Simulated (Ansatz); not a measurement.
# Pt: a surface, (111), 5 layers, part 2 of 2

What do the surfaces of Pt (111), 5 layers cost, and how tightly do they hold an electron? The runs shown use PAW. Its runs: bulk cell relaxed (PAW); bulk in the slab's orientation (PAW); the reference run (PAW); atoms relaxed (PAW); vacuum of 9 Å (PAW); core holes in 4f of Pt (PAW); Au in place of Pt in the outer layer (PAW); Au in place of Pt in the middle layer (PAW).

Ansatz 0.2.0; DFT PBEsol; a cell built from a prototype (fcc type), not taken from measurement. The steps go on from the part before.

**7. More of the same log: atoms relaxed, PAW files**

Output, continued, cut to the lines that bear on the results:

```text
[...]
SCF iter   2: F=—  HF=-61917.663989 eV  |F-HF|=—  |Δ(HF+E_count)|=   5.14e-4  Δρ=7.98e-4  dr2=1.54e-3  ethr=1.02e-5  p=0.000 e·Å  D=1.60e-11 V/Å  ΔV_dip=-0.00 eV  dr2_dipole=2.17e-11  V_vac-E_F(+/−)=5.79/5.79 eV  ⟨swp⟩=2.0  Hψ=2981  notcnv=0  defer=44
[...]
SCF iter   9: F=-61917.663618 eV  HF=-61917.663618 eV  |F-HF|=3.20e-10  |Δ(HF+E_count)|=  8.73e-10  Δρ=8.68e-7  dr2=2.97e-9  ethr=1.05e-11  p=0.000 e·Å  D=2.11e-8 V/Å  ΔV_dip=-0.00 eV  dr2_dipole=1.01e-14  V_vac-E_F(+/−)=5.80/5.80 eV  ⟨swp⟩=3.1  Hψ=5462  notcnv=0
[...]
relax step   3: F+E_penalty+E_count = -61917.66361794 eV  Δ(F+E_penalty+E_count) = -4.354e-3 eV  max|allowed force component| = 6.340e-3 eV/Å  Δτ_max = 0.0209 Å  (9 SCF iters, accepted)
SCF converged after 9 iterations
Free energy (F): -61917.663618 eV
[...]
E sigma→0 (E₀):  -61917.564326 eV
Entropy (-TS):   -0.198583 eV (-39.717 meV/atom)
[...]
  atom   4  Pt    -0.00000000    -0.00000000    -0.00634033
  atom   5  Pt    -0.00000000    -0.00000000    -0.00116270
[...]
--- Stress (GPa, compression-positive) ---
       -4.187586       0.000000       0.000000
        0.000000      -4.187586       0.000000
        0.000000       0.000000      -0.037445
  P = ⅓ Tr σ = -2.8042 GPa (-28.042 kbar)
--- Band table (eV; the first three rows and the last of 33) ---
[...]
--- Relaxed structure (3 steps of the walk, 2 accepted, 0 SCFs on fresh bases) ---
  F+E_penalty+E_count = -61917.66361794 eV   max|allowed force component| = 6.340e-3 eV/Å
  atoms:
    - { symbol: Pt, position: [0.8333333333333334, 0.16666666666666666, 0.31965095836314406] }
    - { symbol: Pt, position: [0.16666666666666663, 0.8333333333333334, 0.41050976127685773] }
    - { symbol: Pt, position: [0.5, 0.5, 0.5000000193139645] }
    - { symbol: Pt, position: [0.8333333333333334, 0.16666666666666666, 0.5894902467260007] }
    - { symbol: Pt, position: [0.16666666666666663, 0.8333333333333334, 0.6803490143200331] }
```

It took 53 s on 2 threads of Arm Neoverse V2, shared host; peak memory 0.54 GiB.

Relaxation path:

```
step  energy from step 1 (eV/cell)  largest force component (eV/Å)
   1                        0.0000                          0.2321
  2x                        0.0006                          0.2561
   3                       -0.0044                          0.0063
```

Step 1 is the start. 1 step was tried and not accepted (2; marked x where the table lists them).

The largest move, 0.02 Å, is shared by several atoms, Pt2 among them.

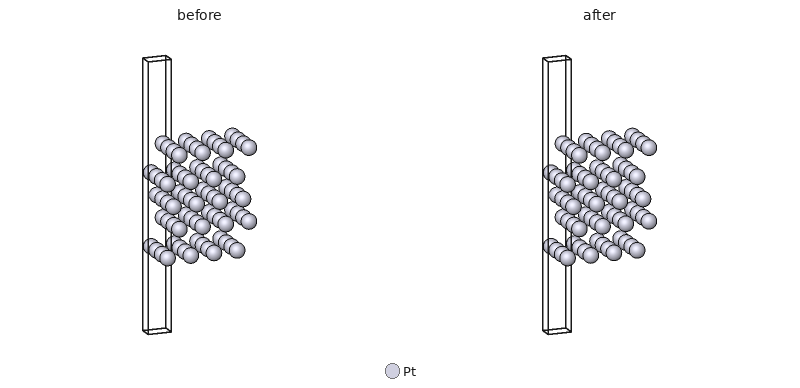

Before and after, at one scale.

In short: no gap; largest force 0.006 eV/Å; work function 5.80 eV.

**8. Vacuum of 9 Å, PAW**

The input, input.yaml:

```yaml
crystal:
  lattice:
    - [2.7712080012, 0.0, 0.0]
    - [-1.3856040006, 2.3999365282, 0.0]
    - [0.0, 0.0, 18.0357]
  atoms:
    - { symbol: Pt, position: [0.8333333333, 0.1666666667, 0.2495040727] }
    - { symbol: Pt, position: [0.1666666667, 0.8333333333, 0.37570248] }
    - { symbol: Pt, position: [0.5, 0.5, 0.5000000458] }
    - { symbol: Pt, position: [0.8333333333, 0.1666666667, 0.624297569] }
    - { symbol: Pt, position: [0.1666666667, 0.8333333333, 0.7504959273] }
kpoints:
  mp_grid: { grid: [17, 17, 1] }
scf:
  occupations: { method: fermi_dirac, width: 0.08 }
hamiltonian:
  xc: pbesol
  pseudopotentials: { kind: paw }
output:
  forces: true
  stress: true
  eigenvalues: true
efield:
  axis: 3
  amplitude: 0
  dipole_correction: true
```

The run is started by

```console
ansatz run input.yaml --threads 2 --pin off --max-ram 4096MiB --backend cpu --events-out ev --progress --plain --runs-dir out
```

Standard output, cut to the lines that bear on the results:

```text
[...]
[... 3 set-up lines as earlier in the session ...]
[...]
Crystal: 5 atoms, lattice volume = 119.950 Å³
Basis set: ecut = 420 eV, 2389 PW (Γ), exchange–correlation on 40×40×250 points (8 copies of the dense FFT grid, shifted against one another)
Bands: 54, of which v1, the nominal top of the filled ones, is band 45 counted from 1 (44 counted from 0)
[... 1 set-up line as earlier in the session ...]
k-points: 33 of 289 (time reversal used)
[...]
SCF iter   1: F=—  HF=-61917.698685 eV  |F-HF|=—  |Δ(HF+E_count)|=         —  Δρ=1.30e-2  dr2=1.80e0  ethr=1.77e-3  p=-0.000 e·Å  D=-3.28e-8 V/Å  ΔV_dip=0.00 eV  dr2_dipole=2.90e-6  V_vac-E_F(+/−)=5.37/5.37 eV  ⟨swp⟩=7.9  Hψ=7422  notcnv=0  defer=7
[...]
WARN: efield: at this solve's end the planar-averaged density reaches 1.91e-3 e/Å³ inside the ramp window [0.8946, 0.1054] (bound 1e-5 e/Å³); the window's nearer edge stands 2.60 Å from this solve's nearest atom along the axis. Its work functions, free energy, forces, stress, dipole, [...]
E sigma→0 (E₀):  -61917.564384 eV
Entropy (-TS):   -0.198580 eV (-39.716 meV/atom)
Fermi energy:    12.401537 eV
Dipole field:    D = -0.000001 V/Å  (p = -0.000001 e·Å, saw-weighted, corrected)
Work function:   Φ+ = 5.7754 eV (in doubt: plateau slope 1.9e-1 eV/Å)   Φ− = 5.7839 eV (in doubt: plateau slope 1.2e-1 eV/Å)
Levels:          The Fermi level and band energies are counted from a zero that moves with the ramp; work functions are not
Vacuum region:   at the solve's end the planar-averaged density reaches 1.91e-3 e/Å³ inside the ramp window [0.8946, 0.1054] (bound 1e-5 e/Å³)
[...]
--- Forces (eV/Å), atoms counted from 1 ---
  atom   1  Pt     0.00000000     0.00000000     0.00106713
  atom   2  Pt     0.00000000     0.00000000     0.00630764
  atom   3  Pt    -0.00000000     0.00000000    -0.00000601
  atom   4  Pt    -0.00000000    -0.00000000    -0.00630751
  atom   5  Pt    -0.00000000    -0.00000000    -0.00106121
[...]
--- Stress (GPa, compression-positive) ---
       -5.816777      -0.000000       0.000000
        0.000000      -5.816777       0.000000
        0.000000       0.000000      -0.051527
  P = ⅓ Tr σ = -3.8950 GPa (-38.950 kbar)
--- Band table (eV; the first three rows and the last of 33) ---
[...]
```

Wall time 10 s (2 threads of Arm Neoverse V2, shared host); peak memory 0.43 GiB.

Read from it: no gap; largest force 0.006 eV/Å; work function 5.78 eV.

**9. Core holes in 4f of Pt, PAW**

The input, input.yaml:

```yaml
crystal:
  lattice:
    - [2.7712080012, 0.0, 0.0]
    - [-1.3856040006, 2.3999365282, 0.0]
    - [0.0, 0.0, 25.0507]
  atoms:
    - { symbol: Pt, position: [0.8333333333, 0.1666666667, 0.3196509584] }
    - { symbol: Pt, position: [0.1666666667, 0.8333333333, 0.4105097613] }
    - { symbol: Pt, position: [0.5, 0.5, 0.5000000193] }
    - { symbol: Pt, position: [0.8333333333, 0.1666666667, 0.5894902467] }
    - { symbol: Pt, position: [0.1666666667, 0.8333333333, 0.6803490143] }
kpoints:
  mp_grid: { grid: [17, 17, 1] }
scf:
  occupations: { method: fermi_dirac, width: 0.08 }
hamiltonian:
  xc: pbesol
  pseudopotentials: { kind: paw }
output:
  forces: true
  stress: true
  eigenvalues: true
  core_levels:
    shells: { Pt: ["4f"] }
    counted_from: fermi_level
    add_spin: false
  write_density: true
  write_potential: true
  elf: true
  volumetric_format: npy
```

The run is started by

```console
ansatz run input.yaml --threads 2 --pin off --max-ram 4096MiB --backend cpu --events-out ev --progress --plain --runs-dir out
```

Standard output, cut to the lines that bear on the results:

```text
[...]
[... 3 set-up lines as earlier in the session ...]
[...]
Crystal: 5 atoms, lattice volume = 166.605 Å³
Basis set: ecut = 420 eV, 3287 PW (Γ), exchange–correlation on 40×40×360 points (8 copies of the dense FFT grid, shifted against one another)
Bands: 54, of which v1, the nominal top of the filled ones, is band 45 counted from 1 (44 counted from 0)
Symmetry: 12 space group operations
Space group: P-3m1 (ITA 164), of the structure as read, at distance tolerance 5.5e-5 Å
k-points: 33 of 289
[...]
SCF iter   1: F=—  HF=-61917.703325 eV  |F-HF|=—  |Δ(HF+E_count)|=         —  Δρ=1.10e-2  dr2=1.78e0  ethr=1.77e-3  ⟨swp⟩=8.9  Hψ=8122  notcnv=0  defer=9
[...]
SCF iter  10: F=-61917.663618 eV  HF=-61917.663618 eV  |F-HF|=9.60e-9  |Δ(HF+E_count)|=   1.09e-7  Δρ=1.08e-6  dr2=2.07e-9  ethr=1.11e-10  ⟨swp⟩=19.0  Hψ=14781  notcnv=0
[...]
WARN: The output density's exchange-correlation potential varies sharply where the density is thin. Do not read a vacuum level from v_tot or v_xc, or from such a field of the output density. On a cell that repeats whose density bears no net charge and no dipole along the vacuum's axis use [...]
  atom   3  Pt     0.00000000     0.00000000     0.00000000
  atom   4  Pt     0.00000000    -0.00000000    -0.00635444
  atom   5  Pt     0.00000000    -0.00000000    -0.00116779
[...]
--- Stress (GPa, compression-positive) ---
       -4.187603       0.000000       0.000000
        0.000000      -4.187603       0.000000
        0.000000       0.000000      -0.037441
  P = ⅓ Tr σ = -2.8042 GPa (-28.042 kbar)
--- Band table (eV; the first three rows and the last of 33) ---
[...]
--- Core levels from the Fermi level (as output.core_levels.counted_from types it; a hole's nearest image at 2.8 Å) ---
  the holes have no spin, as output.core_levels.add_spin types it
  atom         alike  shell      binding/eV   shift/eV difference/eV images/eV   SCF
  Pt 0             2     4f          71.373     +0.000        71.373         –    12
  Pt 1             2     4f          71.770     +0.396        71.770         –    12
  Pt 2             1     4f          71.924     +0.551        71.924         –    11
  the dataset of Pt with a 4f hole: scattering error 0.004 eV; free atom: scalar-relativistic, large and small components
  the two lines of Pt's 4f: 4f5/2 +1.890 eV and 4f7/2 -1.418 eV off its levels, 3 : 4 in strength
```

Run time: 66 s. Hardware: 2 threads of Arm Neoverse V2, shared host; peak memory 0.6 GiB.

In short: no gap; largest force 0.006 eV/Å.

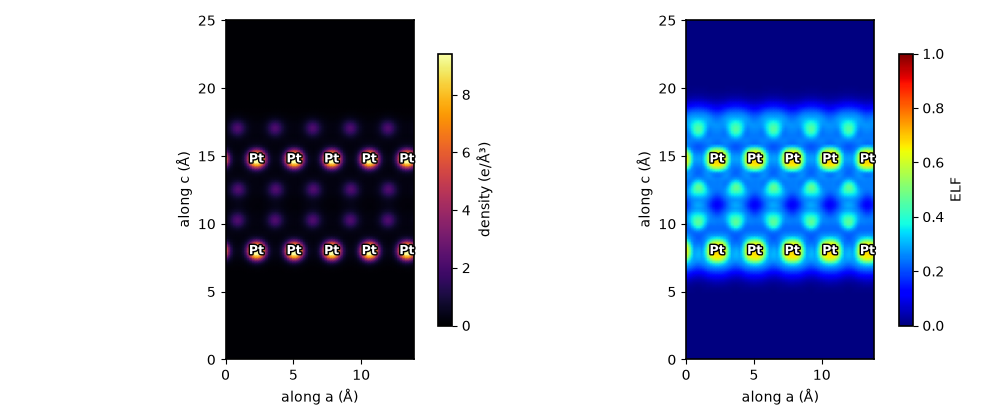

Density (left) and ELF (right) in a lattice plane of the grid's cell (edges 2.77 and 25.05 Å, at 0.167 of the third edge), which holds Pt. Only atoms in the plane are labelled; the density scale stops at 9.42 e/Å³. Both are smooth fields of the valence electrons: close to the nuclei they are not physical.

**10. Au in place of Pt in the outer layer, PAW**

Changes to input.yaml since step 9:

```diff
@@ -6,3 +6,3 @@
   atoms:
-    - { symbol: Pt, position: [0.8333333333, 0.1666666667, 0.3196509584] }
+    - { symbol: Au, position: [0.8333333333, 0.1666666667, 0.3196509584] }
     - { symbol: Pt, position: [0.1666666667, 0.8333333333, 0.4105097613] }
@@ -22,9 +22,5 @@
   eigenvalues: true
-  core_levels:
-    shells: { Pt: ["4f"] }
-    counted_from: fermi_level
-    add_spin: false
-  write_density: true
-  write_potential: true
-  elf: true
-  volumetric_format: npy
+efield:
+  axis: 3
+  amplitude: 0
+  dipole_correction: true
```

The run is started by

```console
ansatz run input.yaml --threads 2 --pin off --max-ram 4096MiB --backend cpu --events-out ev --progress --plain --runs-dir out
```

Standard output, cut to the lines that bear on the results:

```text
[...]
[... 1 set-up line as earlier in the session ...]
Pseudopotential: Au, paw, valence charge 19, recommended cutoff 420 eV (normal)
[... 2 set-up lines as earlier in the session ...]
[...]
Crystal: 5 atoms, lattice volume = 166.605 Å³
Basis set: ecut = 420 eV, 3287 PW (Γ), exchange–correlation on 40×40×360 points (8 copies of the dense FFT grid, shifted against one another)
Bands: 55, of which v1, the nominal top of the filled ones, is band 46 counted from 1 (45 counted from 0)
[... 1 set-up line as earlier in the session ...]
Space group: P3m1 (ITA 156), of the structure as read, at distance tolerance 5.5e-5 Å
k-points: 33 of 289 (time reversal used)
[...]
SCF converged after 11 iterations
Free energy (F): -62541.163787 eV
[...]
E sigma→0 (E₀):  -62541.086282 eV
Entropy (-TS):   -0.155011 eV (-31.002 meV/atom)
Fermi energy:    7.449096 eV
Dipole field:    D = -0.016254 V/Å  (p = -0.014966 e·Å, saw-weighted, corrected)
Work function:   Φ+ = 5.8062 eV   Φ− = 5.3990 eV
Levels:          The Fermi level and band energies are counted from a zero that moves with the ramp; work functions are not
[...]
--- Forces (eV/Å), atoms counted from 1 ---
  atom   1  Au    -0.00000000     0.00000000    -0.73453139
  atom   2  Pt     0.00000000     0.00000000     0.52706067
  atom   3  Pt     0.00000000     0.00000000     0.16284461
  atom   4  Pt    -0.00000000    -0.00000000     0.05153008
  atom   5  Pt    -0.00000000    -0.00000000    -0.00692655
[...]
--- Stress (GPa, compression-positive) ---
       -1.540583      -0.000000       0.000000
        0.000000      -1.540583       0.000000
        0.000000       0.000000       2.135923
  P = ⅓ Tr σ = -0.3151 GPa (-3.151 kbar)
--- Band table (eV; the first three rows and the last of 33) ---
[...]
```

Wall time 15 s (2 threads of Arm Neoverse V2, shared host); peak memory 0.53 GiB.

Read from it: no gap; largest force 0.735 eV/Å; work function 5.81 / 5.40 eV.

**11. Au in place of Pt in the middle layer, PAW**

Changes to input.yaml since step 10:

```diff
@@ -6,5 +6,5 @@
   atoms:
-    - { symbol: Au, position: [0.8333333333, 0.1666666667, 0.3196509584] }
+    - { symbol: Pt, position: [0.8333333333, 0.1666666667, 0.3196509584] }
     - { symbol: Pt, position: [0.1666666667, 0.8333333333, 0.4105097613] }
-    - { symbol: Pt, position: [0.5, 0.5, 0.5000000193] }
+    - { symbol: Au, position: [0.5, 0.5, 0.5000000193] }
     - { symbol: Pt, position: [0.8333333333, 0.1666666667, 0.5894902467] }
```

The run is started by

```console
ansatz run input.yaml --threads 2 --pin off --max-ram 4096MiB --backend cpu --events-out ev --progress --plain --runs-dir out
```

Standard output, cut to the lines that bear on the results:

```text
[...]
[... 4 set-up lines as earlier in the session ...]
[...]
Crystal: 5 atoms, lattice volume = 166.605 Å³
Basis set: ecut = 420 eV, 3287 PW (Γ), exchange–correlation on 40×40×360 points (8 copies of the dense FFT grid, shifted against one another)
Bands: 55, of which v1, the nominal top of the filled ones, is band 46 counted from 1 (45 counted from 0)
[... 1 set-up line as earlier in the session ...]
k-points: 33 of 289 (time reversal used)
[...]
SCF iter   1: F=—  HF=-62540.677633 eV  |F-HF|=—  |Δ(HF+E_count)|=         —  Δρ=6.33e-3  dr2=2.44e-1  ethr=1.77e-3  p=0.000 e·Å  D=3.20e-8 V/Å  ΔV_dip=-0.00 eV  dr2_dipole=7.94e-7  V_vac-E_F(+/−)=5.45/5.45 eV  ⟨swp⟩=9.1  Hψ=8314  notcnv=0  defer=19
[...]
SCF converged after 9 iterations
Free energy (F): -62540.664019 eV
[...]
E sigma→0 (E₀):  -62540.581357 eV
Entropy (-TS):   -0.165325 eV (-33.065 meV/atom)
Fermi energy:    7.275373 eV
Dipole field:    D = 0.000006 V/Å  (p = 0.000005 e·Å, saw-weighted, corrected)
Work function:   Φ+ = 5.8720 eV   Φ− = 5.8722 eV
Levels:          The Fermi level and band energies are counted from a zero that moves with the ramp; work functions are not
[...]
--- Forces (eV/Å), atoms counted from 1 ---
  atom   1  Pt     0.00000000     0.00000000    -0.07334764
  atom   2  Pt    -0.00000000     0.00000000    -0.65631514
  atom   3  Au    -0.00000000    -0.00000000    -0.00000541
  atom   4  Pt     0.00000000    -0.00000000     0.65631531
  atom   5  Pt    -0.00000000    -0.00000000     0.07335197
[...]
--- Stress (GPa, compression-positive) ---
       -1.631202       0.000000       0.000000
        0.000000      -1.631202       0.000000
        0.000000       0.000000       3.467521
  P = ⅓ Tr σ = 0.0684 GPa (0.684 kbar)
--- Band table (eV; the first three rows and the last of 33) ---
[...]
```

It took 14 s on 2 threads of Arm Neoverse V2, shared host; peak memory 0.53 GiB.

This run gives: no gap; largest force 0.656 eV/Å; work function 5.87 eV.

**12. The series in one table**

| run | surface energy (J/m²) | work function (eV; upper / lower face where they differ) | gap (eV) | largest force (eV/Å) | time |
| --- | --- | --- | --- | --- | --- |
| Slab as cut, PAW | 1.853 | 5.80 | none | 0.232 | 19 s |
| Atoms relaxed, PAW | 1.848 | 5.80 | none | 0.006 | 53 s |
| Vacuum of 9 Å, PAW | 1.848 | 5.78 | none | 0.006 | 10 s |
| Core holes in 4f of Pt, PAW | – | – | none | 0.006 | 66 s |
| Au in place of Pt in the outer layer, PAW | – | 5.81 / 5.40 | none | 0.735 | 15 s |
| Au in place of Pt in the middle layer, PAW | – | 5.87 | none | 0.656 | 14 s |

Surface energy: (F of the slab less that of as many bulk atoms) over twice the area, the bulk computed in the slab's orientation.

Core-hole binding energies as the program printed them (eV):

```
atom  atoms alike  shell  binding  shift
 Pt1            2     4f    71.37   0.00
 Pt2            2     4f    71.77   0.40
 Pt3            1     4f    71.92   0.55
```

**13. What came out**

This closing draws on all 2 parts.

| quantity | value |
| --- | --- |
| surface energy (PAW, relaxed) | 1.85 J/m² |
| work function (PAW, relaxed) | 5.80 eV |
| outer layer spacing (PAW) | 2.26 → 2.28 Å |
| surface core-level shift by Z+1 (PAW) | -0.50 eV |
| core-level shifts among the layers (PAW holes) | Pt1 +0.00, Pt2 +0.40, Pt3 +0.55 eV |

**Reading.** By PAW the surface costs 1.85 J/m² as cut and 1.85 J/m² relaxed. The outermost spacing changes by +0.6 % (PAW). Vacuum of 9 Å moves the work function by -0.02 eV (PAW). Putting the next element in the outer rather than the middle layer costs -0.50 eV (PAW); in the Z+1 picture that is the binding energy at the surface less that inside. Thickness wasn't converged, and no reconstruction was sought. Spin-orbit coupling is left out, though the cell holds Pt; in elements this heavy it can shift bands and gaps by tenths of an eV. The program warned that the vacuum holds more density than its bound, so energies and levels may be slightly off.
